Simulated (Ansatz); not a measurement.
# LaVO4 (P2_1/c): a band-gap study from r2SCAN to G0W0 at the band limit

Aim: a best estimate of the quasiparticle gap of LaVO4 (P2_1/c), with each correction and its cost laid out.

Program: Ansatz 0.2.0. Level of theory: density functionals, hybrids, G0W0, plane waves, PAW. Results are calculated unless marked as measured.

**What was measured.**

- Gap 3.5 ± 0.2 eV: earlier reported experimental gap; powder (literature value) (quoted in “Structural phase transition and its consequences on optical behavior of LaV1-xNbxO4”, 2021, arxiv:2102.02442).

- Gap 3.4 eV: indirect optical gap from Tauc plot; diffuse reflectance, Kubelka-Munk; 300 K; powder (solid-state reaction, sintered at 1250 C) (“Structural phase transition and its consequences on optical behavior of LaV1-xNbxO4”, 2021, arxiv:2102.02442).

This is a report of a sequence of runs, with most program output left out.

In doubt: masses and optical values from hybrid runs of this build are listed as unsure (step 11), which bears on the screening that GW takes from such a start.

## 1. The starting structure

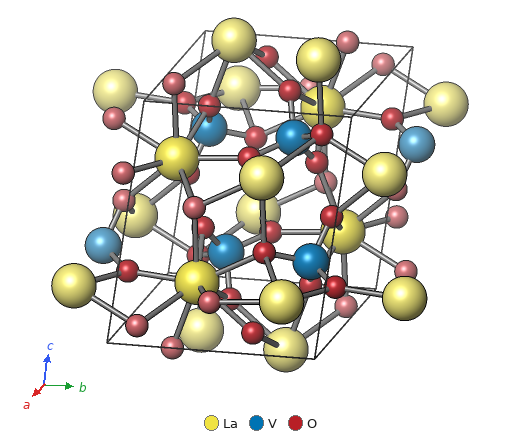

The cell as given, slightly off an axis (lanthanum yellow, vanadium blue, oxygen red). Some periodic images of atoms are drawn too.

The cell and positions come from the Crystallography Open Database and are kept as given unless a step says otherwise. Spin-orbit coupling is left out unless a step names it. The default PAW set here is soft_2. Its files were made with PBE.

## 2. r2SCAN bands

The cheap functional maps the bands first; the places of the edges decide which points the dearer methods must see.

This step: DFT, r2SCAN, plane waves, PAW.

File input.yaml:

```yaml
crystal:
  lattice:
    - [6.725, 0.0, 0.0]
    - [0.0, 7.2827, 0.0]
    - [-4.9123006198, 0.0, 6.8121466218]
  atoms:
    - { symbol: La, position: [0.827399, 0.157198, 0.723776] }
    - { symbol: La, position: [0.172601, 0.657198, 0.776224] }
    - { symbol: La, position: [0.172601, 0.842802, 0.276224] }
    - { symbol: La, position: [0.827399, 0.342802, 0.223776] }
    - { symbol: V, position: [0.31429, 0.16481, 0.69917] }
    - { symbol: V, position: [0.68571, 0.66481, 0.80083] }
    - { symbol: V, position: [0.68571, 0.83519, 0.30083] }
    - { symbol: V, position: [0.31429, 0.33519, 0.19917] }
    - { symbol: O, position: [0.8171, 0.4979, 0.7446] }
    - { symbol: O, position: [0.1829, 0.9979, 0.7554] }
    - { symbol: O, position: [0.1829, 0.5021, 0.2554] }
    - { symbol: O, position: [0.8171, 0.0021, 0.2446] }
    - { symbol: O, position: [0.6098, 0.2795, 0.3821] }
    - { symbol: O, position: [0.3902, 0.7795, 0.1179] }
    - { symbol: O, position: [0.3902, 0.7205, 0.6179] }
    - { symbol: O, position: [0.6098, 0.2205, 0.8821] }
    - { symbol: O, position: [0.6587, 0.895, 0.4829] }
    - { symbol: O, position: [0.3413, 0.395, 0.0171] }
    - { symbol: O, position: [0.3413, 0.105, 0.5171] }
    - { symbol: O, position: [0.6587, 0.605, 0.9829] }
    - { symbol: O, position: [0.8898, 0.8436, 0.8857] }
    - { symbol: O, position: [0.1102, 0.3436, 0.6143] }
    - { symbol: O, position: [0.1102, 0.1564, 0.1143] }
    - { symbol: O, position: [0.8898, 0.6564, 0.3857] }
kpoints:
  mp_grid: { grid: [4, 4, 4] }
  band_path:
    path:
      - [0.0, 0.0, 0.0]
      - [0.0, 0.5, 0.0]
      - [0.0, 0.5, 0.5]
      - [0.0, 0.0, 0.5]
      - [0.0, 0.0, 0.0]
      - [-0.5, 0.0, 0.5]
      - [-0.5, 0.5, 0.5]
      - [0.0, 0.5, 0.0]
      - [-0.5, 0.5, 0.0]
      - [-0.5, 0.0, 0.0]
      - [0.0, 0.0, 0.0]
    npoints: 10
hamiltonian:
  xc: r2scan
scf:
  occupations: { method: fermi_dirac, width: 0.02 }
  n_extra_bands: 12
output:
  eigenvalues: true
  forces: true
  stress: true
```

Run with:

```console
$ ansatz run input.yaml --threads 24 --pin off --max-ram 82944MiB --backend cuda --events-out ev --progress --plain --runs-dir out --devices 1 --max-vram 78GiB
```

Elapsed: 8.2 s, on 1 × NVIDIA GB200 (shared by 2 runs) with 24 threads of Arm Neoverse V2, shared host; peak memory 1.6 GiB; 58 s of CPU time.

Numbers from this step:

```
pressure             : -0.3421 GPa
filled bands         : 96
gap                  : 3.913 eV
valence top at       : Y_2
conduction bottom at : k = (-0.500, 0.350, 0.000)
least direct gap     : 3.997 eV
```

The gap is indirect, with the least direct gap 0.08 eV higher.

The electronic bands at the labelled points (eV, zero at the top of the highest nominally filled band):

```
point  band 93  band 94  band 95  band 96  band 97  band 98  band 99  band 100
    Γ    -0.33    -0.30    -0.28    -0.16     3.96     4.08     4.11      4.14
    Z    -0.30    -0.30    -0.11    -0.11     4.04     4.04     4.08      4.08
    D    -0.38    -0.38    -0.11    -0.11     4.03     4.03     4.05      4.05
    B    -0.42    -0.42    -0.18    -0.18     3.96     3.96     4.13      4.13
    Γ    -0.33    -0.30    -0.28    -0.16     3.96     4.08     4.11      4.14
    A    -0.33    -0.33    -0.15    -0.15     4.06     4.06     4.19      4.19
    E    -0.37    -0.37    -0.15    -0.15     4.08     4.08     4.14      4.14
    Z    -0.30    -0.30    -0.11    -0.11     4.04     4.04     4.08      4.08
   C2    -0.28    -0.28    -0.21    -0.21     3.93     3.93     4.11      4.11
   Y2    -0.38    -0.35    -0.28     0.00     4.01     4.04     4.13      4.15
    Γ    -0.33    -0.30    -0.28    -0.16     3.96     4.08     4.11      4.14
```

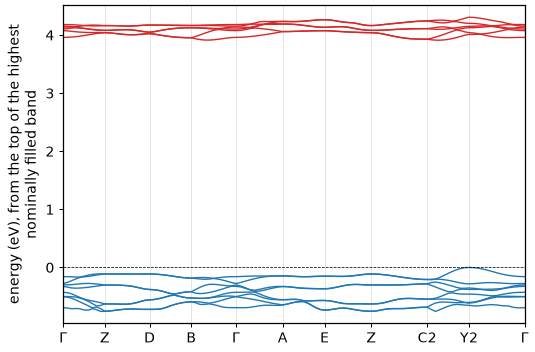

Electronic bands along the path; lines of filled and empty bands in two colours.

## 3. LDA

Another semilocal functional, at almost no cost, to see the spread among them.

This step: DFT, LDA, plane waves, PAW.

input.yaml, as its differences from that of step 2:

```diff
@@ -38,14 +38,13 @@
       - [0.0, 0.0, 0.5]
-      - [0.0, 0.0, 0.0]
       - [-0.5, 0.0, 0.5]
       - [-0.5, 0.5, 0.5]
-      - [0.0, 0.5, 0.0]
       - [-0.5, 0.5, 0.0]
       - [-0.5, 0.0, 0.0]
-      - [0.0, 0.0, 0.0]
-    npoints: 10
+      - [-0.5, 0.35, 0.0]
+      - [-0.5, 0.1, 0.0]
+    npoints: 1
 hamiltonian:
-  xc: r2scan
+  xc: lda
 scf:
-  occupations: { method: fermi_dirac, width: 0.02 }
+  occupations: { method: fixed }
   n_extra_bands: 12
```

Run time: 3.2 s. Hardware: 1 × NVIDIA GB200 (shared by 2 runs) with 24 threads; peak memory 1.1 GiB.

This step gave:

- pressure: -6.724 GPa
- gap: 3.482 eV
- valence top at: Y_2
- conduction bottom at: k = (-0.500, 0.350, 0.000)
- least direct gap: 3.572 eV

The gap stands −0.43 eV against r2SCAN.

## 4. r2SCAN+SOC

The many-body steps leave out spin-orbit coupling, so its effect is taken from a two-component run, with twice the bands.

This step: DFT, r2SCAN with spin-orbit coupling, plane waves, PAW.

input.yaml, as its differences from that of step 3:

```diff
@@ -46,6 +46,9 @@
 hamiltonian:
-  xc: lda
+  xc: r2scan
 scf:
   occupations: { method: fixed }
-  n_extra_bands: 12
+  n_extra_bands: 24
+magnetization:
+  noncollinear: true
+  spin_orbit: true
 output:
```

It took 8.8 s on 1 × NVIDIA GB200 (shared by 2 runs) with 24 threads; peak memory 2.4 GiB; 57 s of CPU time.

This step gave:

```
pressure             : -0.3461 GPa
gap                  : 3.913 eV
valence top at       : Y_2
conduction bottom at : k = (-0.500, 0.350, 0.000)
least direct gap     : 3.996 eV
```

The gap is that of r2SCAN.

## 5. HSE06

The screened hybrid is the usual rung above semilocal functionals: a quarter of exact exchange, cut off beyond a few ångström.

This step: DFT, HSE06, plane waves, PAW.

input.yaml, as its differences from that of step 4:

```diff
@@ -31,3 +31,3 @@
 kpoints:
-  mp_grid: { grid: [4, 4, 4] }
+  mp_grid: { grid: [4, 2, 2] }
   band_path:
@@ -46,12 +46,7 @@
 hamiltonian:
-  xc: r2scan
+  xc: hse06
 scf:
   occupations: { method: fixed }
-  n_extra_bands: 24
-magnetization:
-  noncollinear: true
-  spin_orbit: true
+  n_extra_bands: 12
 output:
   eigenvalues: true
-  forces: true
-  stress: true
```

Run time: 27 s. Hardware: 1 × NVIDIA GB200 (shared by 2 runs) with 24 threads; peak memory 2.6 GiB.

Numbers from this step:

| Quantity | Value |
| --- | --- |
| gap | 5.123 eV |
| valence top at | Y_2 |
| conduction bottom at | k = (-0.500, 0.350, 0.000) |
| least direct gap | 5.224 eV |

The gap stands +1.21 eV against r2SCAN.

## 6. PBE0

PBE0 differs from HSE06 by long-range exchange, so the pair shows what that tail is worth.

This step: DFT, PBE0, plane waves, PAW.

input.yaml, as its differences from that of step 5:

```diff
@@ -46,3 +46,3 @@
 hamiltonian:
-  xc: hse06
+  xc: pbe0
 scf:
```

Wall time 28 s (1 × NVIDIA GB200 (shared by 2 runs) with 24 threads); peak memory 2.8 GiB; 4.9 min of CPU time.

This step gave:

- gap: 5.896 eV
- valence top at: Y_2
- conduction bottom at: k = (-0.500, 0.350, 0.000)
- least direct gap: 5.999 eV

The gap stands +1.98 eV against r2SCAN.

## 7. Dielectric tensor

ε∞ sets how strongly the crystal screens. Perturbation theory gives it with local fields and without a sum over empty bands.

This step: dielectric response by perturbation theory, r2SCAN, plane waves, PAW.

input.yaml, as its differences from that of step 6:

```diff
@@ -31,22 +31,7 @@
 kpoints:
-  mp_grid: { grid: [4, 2, 2] }
-  band_path:
-    path:
-      - [0.0, 0.0, 0.0]
-      - [0.0, 0.5, 0.0]
-      - [0.0, 0.5, 0.5]
-      - [0.0, 0.0, 0.5]
-      - [-0.5, 0.0, 0.5]
-      - [-0.5, 0.5, 0.5]
-      - [-0.5, 0.5, 0.0]
-      - [-0.5, 0.0, 0.0]
-      - [-0.5, 0.35, 0.0]
-      - [-0.5, 0.1, 0.0]
-    npoints: 1
+  mp_grid: { grid: [4, 4, 4] }
 hamiltonian:
-  xc: pbe0
+  xc: r2scan
 scf:
   occupations: { method: fixed }
-  n_extra_bands: 12
-output:
-  eigenvalues: true
+dielectric: {}
```

Wall time 33 s (1 × NVIDIA GB200 (shared by 2 runs) with 24 threads); peak memory 8.6 GiB; 8.4 min of CPU time.

One over ε∞ averages 0.24, near the quarter of exact exchange in PBE0.

High-frequency dielectric tensor:

```
4.57 0.00 0.00
0.00 4.06 0.00
0.00 0.00 4.02
```

## 8. G0W0, 2×2×2 mesh, 163 empty bands, screening to 36 eV

G0W0 replaces the xc potential by the self-energy, built once from these orbitals. Only a window of levels is corrected, while the sums run over the empty bands that the input names.

This step: G0W0 on r2SCAN, plane waves, PAW.

input.yaml, as its differences from that of step 7:

```diff
@@ -31,3 +31,3 @@
 kpoints:
-  mp_grid: { grid: [4, 4, 4] }
+  mp_grid: { grid: [2, 2, 2] }
 hamiltonian:
@@ -36,2 +36,7 @@
   occupations: { method: fixed }
-dielectric: {}
+gw:
+  n_empty_bands: 163
+  ecut_chi: 36
+  qp_bands: [v4, c4]
+  qp_kpoints: band_edges
+  screening: { model: contour_deformation }
```

The job ended after 6.2 s (1 × NVIDIA GB200 (shared by 2 runs) with 24 threads; peak memory 2.3 GiB).

This step gave:

| Item | Value |
| --- | --- |
| bands summed | 259 |
| RPA ε∞ on this mesh (eigenvalues) | 3.814, 3.847, 4.339 |
| plane waves in the screening matrix | 167 |
| G0W0 gap on the mesh | 6.362 eV |
| k of the valence top | -0.5, 0, 0 |
| k of the conduction bottom | -0.5, -0.5, 0 |
| starting gap on the mesh | 3.930 eV |
| least direct G0W0 gap on the computed points | 6.476 eV |

The gap on the mesh goes from 3.93 eV to 6.36 eV, a correction of +2.43 eV. The program marks an edge row as in doubt. Between the two edge states, bare exchange in place of the xc potential would open the gap by 12.20 eV, and correlation takes back 9.77 eV.

## 9. G0W0, 2×2×2 mesh, 462 empty bands, screening to 72 eV

Another rung: the empty bands reach about as high as the screening cutoff, so the two stay in balance.

input.yaml, as its differences from that of step 8:

```diff
@@ -37,4 +37,4 @@
 gw:
-  n_empty_bands: 163
-  ecut_chi: 36
+  n_empty_bands: 462
+  ecut_chi: 72
   qp_bands: [v4, c4]
```

It took 11 s on 1 × NVIDIA GB200 (shared by 2 runs) with 24 threads; peak memory 3.2 GiB; 36 s of CPU time.

This step gave:

```yaml
bands_summed: 558
rpa_eps_infinity_on_this_mesh_eigenvalues: 3.811, 3.841, 4.330
plane_waves_in_the_screening_matrix: 453
g0w0_gap_on_the_mesh: 5.882 eV
k_of_the_valence_top: -0.5, 0, 0
k_of_the_conduction_bottom: -0.5, -0.5, 0
starting_gap_on_the_mesh: 3.930 eV
least_direct_g0w0_gap_on_the_computed_points: 5.987 eV
```

Against the run with 2×2×2 mesh, 163 empty bands, screening to 36 eV, the gap moves by −0.48 eV.

## 10. G0W0, 2×2×2 mesh, 995 empty bands, screening to 120 eV

input.yaml, as its differences from that of step 9:

```diff
@@ -37,4 +37,4 @@
 gw:
-  n_empty_bands: 462
-  ecut_chi: 72
+  n_empty_bands: 995
+  ecut_chi: 120.0
   qp_bands: [v4, c4]
```

It took 22 s on 1 × NVIDIA GB200 (shared by 2 runs) with 24 threads; peak memory 5.2 GiB; 75 s of CPU time.

Numbers from this step:

```yaml
bands_summed: 1091
rpa_eps_infinity_on_this_mesh_eigenvalues: 3.791, 3.822, 4.307
plane_waves_in_the_screening_matrix: 987
q_points_in_the_mesh: 8
g0w0_gap_on_the_mesh: 5.775 eV
k_of_the_valence_top: -0.5, 0, 0
k_of_the_conduction_bottom: -0.5, -0.5, 0
starting_gap_on_the_mesh: 3.930 eV
z_at_the_valence_top: 0.7470
z_at_the_conduction_bottom: 0.7460
least_direct_g0w0_gap_on_the_computed_points: 5.873 eV
```

Against the run with 2×2×2 mesh, 462 empty bands, screening to 72 eV, the gap moves by −0.11 eV.

Limits: finite bands, cutoff and mesh; f levels unsure; no spin polarisation; d states lean on the start; no spin-orbit coupling; coarse k mesh. v1 is the top filled band, c1 the lowest empty one. The levels before and after the correction (eV, zero at the valence-band top of each column):

```
           conduction bottom  valence top
Kohn-Sham               3.93         0.00
     G0W0               5.78         0.00
```

```
                         level  occupation  energy (eV)
Kohn-Sham        (-0.5 0 0) v3           2       -0.354
Kohn-Sham        (-0.5 0 0) v2           2       -0.283
Kohn-Sham        (-0.5 0 0) v1           2        0.000
Kohn-Sham        (-0.5 0 0) c1           0        4.011
Kohn-Sham        (-0.5 0 0) c2           0        4.043
Kohn-Sham        (-0.5 0 0) c3           0        4.127
Kohn-Sham     (-0.5 -0.5 0) v3           2       -0.282
Kohn-Sham  (-0.5 -0.5 0) v2-v1           2       -0.208
Kohn-Sham  (-0.5 -0.5 0) c1-c2           0        3.930
Kohn-Sham     (-0.5 -0.5 0) c3           0        4.111
     G0W0        (-0.5 0 0) v3           2       -0.386
     G0W0        (-0.5 0 0) v2           2       -0.340
     G0W0        (-0.5 0 0) v1           2        0.000
     G0W0        (-0.5 0 0) c1           0        5.873
     G0W0        (-0.5 0 0) c2           0        5.922
     G0W0        (-0.5 0 0) c3           0        6.087
     G0W0     (-0.5 -0.5 0) v3           2       -0.298
     G0W0  (-0.5 -0.5 0) v2-v1           2       -0.251
     G0W0  (-0.5 -0.5 0) c1-c2           0        5.775
     G0W0     (-0.5 -0.5 0) c3           0        5.982
```

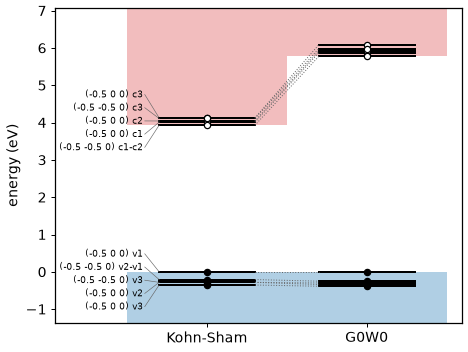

Levels before and after the correction. Shaded: valence and conduction bands. Filled marks are occupied levels, open marks empty ones.

The parts of the quasiparticle energy at the two band edges (eV; QP = start + Σx + Σc − Vxc):

```
       run               edge  start      Σx     Σc     Vxc     Z     QP
 259 bands        valence top   6.92  -25.69   4.56  -21.18  0.76   6.98
 259 bands  conduction bottom  10.85  -15.92  -5.21  -23.61  0.76  13.34
 558 bands        valence top   6.92  -25.69   4.51  -21.18  0.75   6.92
 558 bands  conduction bottom  10.85  -15.92  -5.74  -23.61  0.75  12.80
1091 bands        valence top   6.92  -25.69   4.29  -21.18  0.75   6.70
1091 bands  conduction bottom  10.85  -15.92  -6.07  -23.61  0.75  12.47
```

## 11. G0W0@HSE06, 2×2×2 mesh, 462 empty bands, screening to 72 eV

The same correction from a different start measures what one shot leaves open. Bands and cutoff differ from the step before, so it is read against an earlier run that matches them.

This step: G0W0 on HSE06, plane waves, PAW.

input.yaml, as its differences from that of step 10:

```diff
@@ -33,3 +33,3 @@
 hamiltonian:
-  xc: r2scan
+  xc: hse06
 scf:
@@ -37,4 +37,4 @@
 gw:
-  n_empty_bands: 995
-  ecut_chi: 120.0
+  n_empty_bands: 462
+  ecut_chi: 72
   qp_bands: [v4, c4]
```

It took 47 s on 1 × NVIDIA GB200 (shared by 2 runs) with 24 threads; peak memory 2.9 GiB.

Numbers from this step:

- bands summed: 558
- RPA ε∞ on this mesh (eigenvalues): 3.385, 3.401, 3.795
- plane waves in the screening matrix: 453
- G0W0 gap on the mesh: 6.196 eV
- k of the valence top: -0.5, 0, 0
- k of the conduction bottom: -0.5, -0.5, 0
- starting gap on the mesh: 5.144 eV
- least direct G0W0 gap on the computed points: 6.324 eV

Against the run with 2×2×2 mesh, 462 empty bands, screening to 72 eV on r2SCAN, the gap moves by +0.31 eV, while the start moved by +1.21 eV.

## 12. G0W0@r2SCAN, 2×2×2 mesh, 462 empty bands, screening to 72 eV, plasmon pole

A plasmon pole stands in for the full frequency dependence of the screening; this run shows what that costs in accuracy.

This step: G0W0 on r2SCAN, plane waves, PAW.

input.yaml, as its differences from that of step 11:

```diff
@@ -33,3 +33,3 @@
 hamiltonian:
-  xc: hse06
+  xc: r2scan
 scf:
@@ -41,2 +41,2 @@
   qp_kpoints: band_edges
-  screening: { model: contour_deformation }
+  screening: { model: godby_needs }
```

Wall time 10 s (1 × NVIDIA GB200 (shared by 2 runs) with 24 threads); peak memory 3.5 GiB.

This step gave:

| Property | Result |
| --- | --- |
| bands summed | 558 |
| plasmon-pole fit frequency | 28.17 eV |
| RPA ε∞ on this mesh (eigenvalues) | 3.811, 3.841, 4.330 |
| plane waves in the screening matrix | 453 |
| G0W0 gap on the mesh | 5.976 eV |
| k of the valence top | -0.5, 0, 0 |
| k of the conduction bottom | -0.5, -0.5, 0 |
| starting gap on the mesh | 3.930 eV |
| least direct G0W0 gap on the computed points | 6.098 eV |

Against the run with 2×2×2 mesh, 462 empty bands, screening to 72 eV, the gap moves by +0.09 eV.

## 13. G0W0@r2SCAN, 2×2×2 mesh, 462 empty bands, screening to 72 eV, hard PAW files

Other atomic data (hard PAW) test the pseudisation: the cutoff goes from 500 to 1050 eV, with the same valence electrons.

input.yaml, as its differences from that of step 12:

```diff
@@ -34,2 +34,3 @@
   xc: r2scan
+  pseudopotentials: { kind: paw, source: ansatz }
 scf:
@@ -41,2 +42,2 @@
   qp_kpoints: band_edges
-  screening: { model: godby_needs }
+  screening: { model: contour_deformation }
```

It took 17 s on 1 × NVIDIA GB200 (shared by 2 runs) with 24 threads; peak memory 8.3 GiB.

Numbers from this step:

```
bands summed                                 : 558
RPA ε∞ on this mesh (eigenvalues)            : 3.811, 3.841, 4.330
plane waves in the screening matrix          : 453
G0W0 gap on the mesh                         : 5.867 eV
k of the valence top                         : -0.5, 0, 0
k of the conduction bottom                   : -0.5, -0.5, 0
starting gap on the mesh                     : 3.926 eV
least direct G0W0 gap on the computed points : 5.974 eV
```

Against the run with 2×2×2 mesh, 462 empty bands, screening to 72 eV, the gap moves by −0.014 eV.

(Continued in part 2 of 2.)

[Paths, hosts, dates, memory and timing lines, banners, echoed tables and standing remarks are left out of the program output.]

[Logs are printed without paths, hosts, clocks, repeated set-up lines and the standing remarks that a program may print on its own settings, such as how far it seeks lower states.]

[Runs of the session that timed out or met a known fault of the program may be left out.]

[Cells called generated may have been cut or substituted from an entry of the Crystallography Open Database or the Materials Project.]

[Hosts, paths, dates, database ids (printed as entryN), source tags and the programs' standing remarks are cut or masked in the printed files.]
